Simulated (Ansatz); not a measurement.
# CH5BOSe: the cost of one run

Computed with Ansatz 0.2.0, driven from Python. Level of theory: r2SCAN/def2-SVP.

## Step 1: Starting point

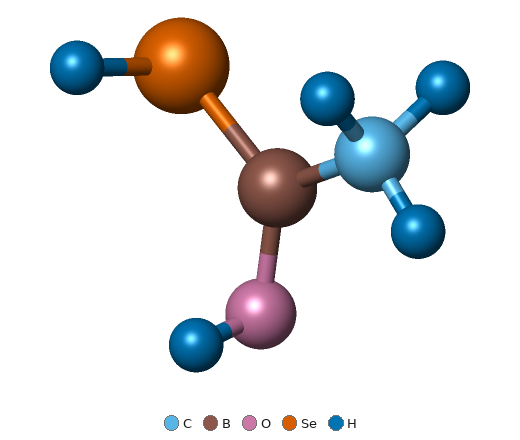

The structure that the script starts from, seen from a chosen angle (carbon blue, boron brown, oxygen pink, selenium orange, hydrogen blue).

No structure file is read: the coordinates are typed or built in the script.

## Step 2: The code

freq_ch5bose.py reads:

```python
'''Harmonic frequencies of CH5BOSe at its relaxed geometry.'''

import itertools

import ansatz as az
from ase.data import atomic_numbers, covalent_radii
import numpy as np


def main() -> None:
    geometry_ang = [
        ('C', (0.3407, 0.7193, -0.8539)),
        ('B', (-0.1641, -0.5027, -0.0202)),
        ('O', (0.706, -1.6382, 0.1246)),
        ('Se', (-1.9064, -0.5227, 0.8342)),
        ('H', (0.2845, 1.6576, -0.2356)),
        ('H', (-0.4087, 0.9276, -1.7143)),
        ('H', (1.3443, 0.6093, -1.2564)),
        ('H', (1.294, -1.4218, 0.9526)),
        ('H', (-1.4018, 0.1252, 2.1519)),
    ]
    molecule = az.Crystal.molecule()
    for symbol, xyz in geometry_ang:
        molecule = molecule.atom(symbol, xyz)

    job = molecule.calculation().basis(gaussian='def2-SVP').functional('r2scan')
    symbols = [site.symbol for site in molecule.cartesian_sites]
    start = np.array([site.position_ang for site in molecule.cartesian_sites], dtype=float)
    def progress(event):
        if event['event'] == 'relax_step':
            row = event['data']
            print(f'step {row["step"]:3d}  E = {row["lagrangian_ev"]:.6f} eV  largest force component {row["allowed_force_max_ev_ang"]:.4f} eV/A')


    report = job.relax(force_tolerance=0.003).session().plan().execute(on_event=progress).report
    end = np.array(report['positions_ang'])

    # pairs closer than 1.2 times the sum of covalent radii, before or after
    radius = [covalent_radii[atomic_numbers[s]] for s in symbols]
    span = lambda where, i, j: np.linalg.norm(where[i] - where[j])
    bonded = [(i, j) for i, j in itertools.combinations(range(len(symbols)), 2) if min(span(start, i, j), span(end, i, j)) < 1.2 * (radius[i] + radius[j])]
    print('pair        before    after (A)')
    for i, j in bonded:
        print(f'{symbols[i]}{i}-{symbols[j]}{j}'.ljust(10), f'{span(start, i, j):8.4f} {span(end, i, j):8.4f}')
    for first, second in list(itertools.combinations(bonded, 2)):
        shared = set(first) & set(second)
        if shared and symbols[(j := shared.pop())] != 'H':
            i, k = sorted((set(first) | set(second)) - {j})
            u, v = end[i] - end[j], end[k] - end[j]
            angle = np.degrees(np.arccos(np.clip(u @ v / np.linalg.norm(u) / np.linalg.norm(v), -1, 1)))
            print(f'final angle {symbols[i]}{i}-{symbols[j]}{j}-{symbols[k]}{k}: {angle:.2f} deg')

    # frequencies need a stationary point, so they are taken at the relaxed geometry
    minimum = az.Crystal.molecule()
    for symbol, place in zip(symbols, end):
        minimum = minimum.atom(symbol, place.tolist())
    vibrating = (
        minimum.calculation()
        .basis(gaussian='def2-SVP')
        .functional('r2scan')
        .phonons(temperatures=(100, 500, 100))
    )
    vib = vibrating.run().report['vibrations']
    sums = vib['harmonic_sums']
    modes = [m['omega_inv_cm'] for m in sums['modes_at_gamma'] if m['rigid_motion'] == 'no']
    for number, w in enumerate(modes, start=1):
        print(f'mode {number:2d} {w:9.1f} 1/cm {w / 8065.544 * 1000:8.2f} meV')
    print('imaginary modes:', sum(w < 0 for w in modes), ' zero-point energy:', round(sums['zero_point_energy_ev'], 4), 'eV')
    print('T (K)   F_vib (eV)   S_vib (meV/K)   C_vib (meV/K)')
    for row in zip(sums['temperatures_k'], sums['vibrational_free_energy_ev'], vib['entropy_ev_per_k'], vib['heat_capacity_ev_per_k']):
        print(f'{row[0]:6.1f} {row[1]:11.4f} {1000 * row[2]:13.4f} {1000 * row[3]:15.4f}')


if __name__ == '__main__':
    main()
```

## Step 3: The calls as engine input

The package turns the script's settings into the engine's input (first run):

```yaml
crystal:
  periodic: [false, false, false]
  atoms:
    - { symbol: C, position_ang: [0.3407, 0.7193, -0.8539] }
    - { symbol: B, position_ang: [-0.1641, -0.5027, -0.0202] }
    - { symbol: O, position_ang: [0.706, -1.6382, 0.1246] }
    - { symbol: Se, position_ang: [-1.9064, -0.5227, 0.8342] }
    - { symbol: H, position_ang: [0.2845, 1.6576, -0.2356] }
    - { symbol: H, position_ang: [-0.4087, 0.9276, -1.7143] }
    - { symbol: H, position_ang: [1.3443, 0.6093, -1.2564] }
    - { symbol: H, position_ang: [1.294, -1.4218, 0.9526] }
    - { symbol: H, position_ang: [-1.4018, 0.1252, 2.1519] }
basis:
  gaussian:
    orbitals: def2-SVP
hamiltonian:
  xc: r2scan
relax:
  f_tol: 0.003
```

## Step 4: Running it

The run is started by

```bash
$ python freq_ch5bose.py
```

Q: Estimate wall time and peak memory on 1 thread of Arm Neoverse N1, shared host.

About 11 min, with a peak of 0.24 GiB.
